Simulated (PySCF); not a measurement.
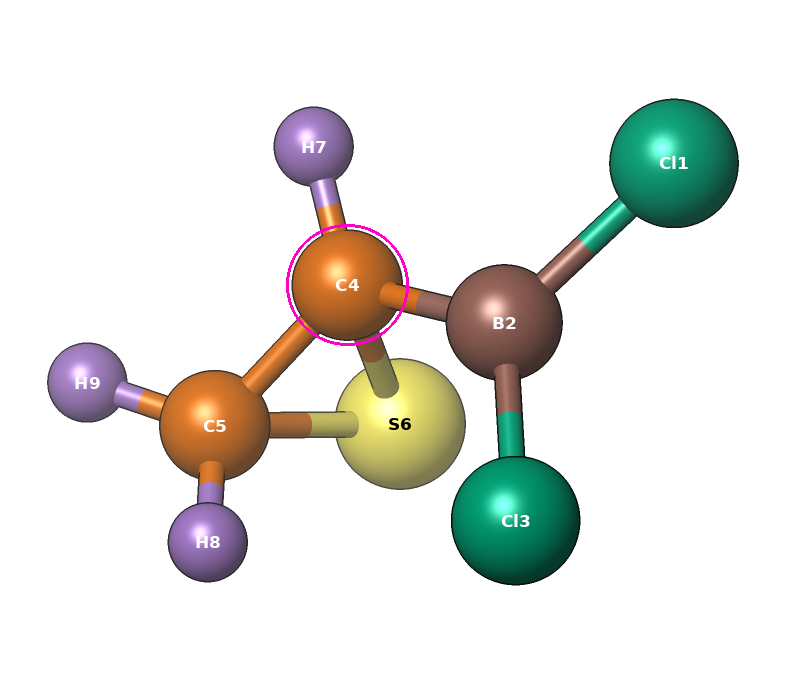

Atoms fade into the background with distance from the viewer. Circles mark the stereogenic atoms. The computed structure is the end point of a PBE0-D3(BJ)/def2-SVP optimisation. No frequency run is at hand to confirm it as a minimum.

Assign CIP descriptors.

Answer. C4: R (priorities S6 > C5 > B2 > H7).
